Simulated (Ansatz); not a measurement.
```yaml
atoms:
  - { symbol: O, position_ang: [-0.8801, -0.3838, -1.2118] }
  - { symbol: N, position_ang: [-1.8956, -0.2925, -0.4983] }
  - { symbol: O, position_ang: [-2.9437, -0.7970, -0.6812] }
  - { symbol: O, position_ang: [-1.6849, 0.4664, 0.5575] }
  - { symbol: Cr, position_ang: [0.1311, 0.9478, 0.2257] }
  - { symbol: O, position_ang: [0.4334, 1.5117, 1.6225] }
  - { symbol: O, position_ang: [0.0699, 2.1279, -0.7562] }
  - { symbol: O, position_ang: [1.7793, 0.2142, -0.3953] }
  - { symbol: N, position_ang: [1.7226, -0.9592, 0.2003] }
  - { symbol: O, position_ang: [0.6758, -1.0923, 0.8601] }
  - { symbol: O, position_ang: [2.5923, -1.7432, 0.0766] }
```

Geometry: PBE0-D4/def2-TZVP.

All numbers below come from RKS PBE0-D4/def2-TZVPP (Ansatz).

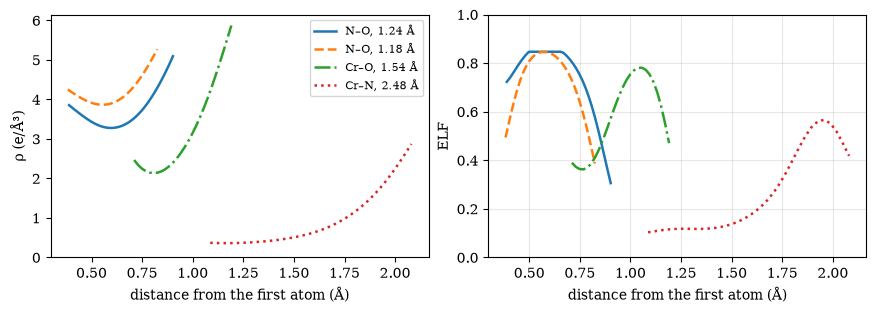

CrN₂O₈. Total electron density and ELF along straight lines between neighbouring atoms. The curves leave out the atomic cores.

Compare the contacts.

Answer. N–O (1.24 Å): ρ is about 3.3 e/Å³ halfway; the ELF peaks at about 0.85 between the atoms (a covalent bond).
N–O (1.18 Å): the density is about 3.9 e/Å³ at the midpoint; the ELF peaks at about 0.85 between the atoms: a short, multiple covalent bond.
Cr–O (1.54 Å): ρ at the midpoint is about 2.2 e/Å³; the ELF peaks at about 0.80 in the valence shell of O, 0.5 Å from its nucleus, and drops to about 0.35 between the two atoms.
Cr–N (2.48 Å): the density is about 0.37 e/Å³ at the midpoint; the ELF is about 0.10 at the midpoint.
